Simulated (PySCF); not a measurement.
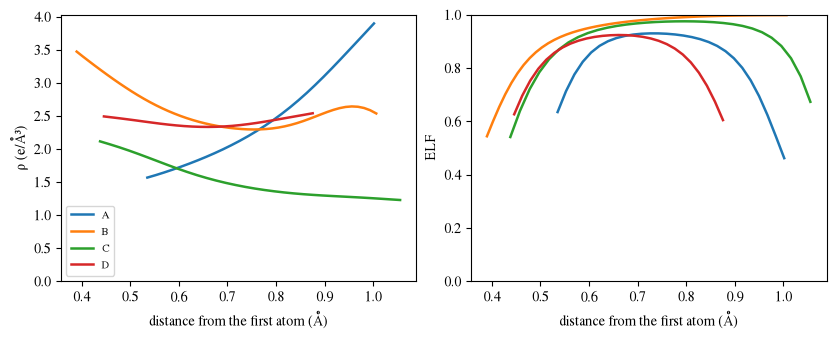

C6H17BNP. Electron density and electron localisation function along straight lines between neighbouring atoms. The curves leave out the atomic cores.

Geometry: GFN2-xTB; at this geometry the atoms fall into two loosely joined parts.

All numbers below come from PySCF 2.14.0, PBE0/pcSseg-1, SCF density, gas phase, non-relativistic.

The calculation's input:

```
{"job": {"kind": "nmr", "xc": "PBE0", "basis": "pcSseg-1"}, "charge": 0, "multiplicity": 1}
C      3.698573     0.241247     0.278933
C      2.578307    -0.191091    -0.273059
C      1.306214     0.578867    -0.363985
B      0.244202     0.131256     0.750747
N      0.712693    -0.283789     1.982349
P      0.172513    -2.633475    -1.552149
C     -1.319819     0.161560     0.449702
C     -1.836666     1.542432     0.031147
C     -3.328639     1.523632    -0.280271
H      4.584055    -0.369452     0.341919
H      3.781747     1.237447     0.684541
H      2.527559    -1.200769    -0.670536
H      0.882730     0.442991    -1.360741
H      1.515031     1.644133    -0.238885
H      0.124461    -0.562517     2.749815
H      1.695705    -0.326765     2.200593
H      0.957401    -3.771795    -1.691507
H     -0.997060    -3.371837    -1.674846
H      0.163061    -2.742949    -0.169903
H     -1.904878    -0.179859     1.308374
H     -1.533839    -0.537281    -0.367818
H     -1.289481     1.882255    -0.849552
H     -1.644240     2.257302     0.834620
H     -3.537699     0.831353    -1.093196
H     -3.674476     2.512513    -0.574469
H     -3.898500     1.207203     0.591296
```

Run with:

```sh
OMP_NUM_THREADS=1 python probes_run.py task.json out
```

Q: Which curve belongs to which contact (B–N, C–B, C–C and N–H)? The first atom named is at distance zero.

A: Curve A: B–N (1.38 Å): ρ is about 2 e/Å³ halfway; the ELF peaks at about 0.95 between the atoms: a short, strongly polar bond. Curve B: N–H (1.01 Å): the density is about 2.9 e/Å³ at the midpoint; the ELF climbs to about 1 towards the hydrogen, as it does in any bond to H; an ordinary covalent bond to hydrogen. Curve C: C–B (1.59 Å): ρ at the midpoint is about 1.4 e/Å³; the ELF peaks at about 1 between the atoms; a covalent bond. Curve D: C–C (1.32 Å): ρ at the midpoint is about 2.3 e/Å³; the ELF peaks at about 0.90 between the atoms: a short, multiple covalent bond.
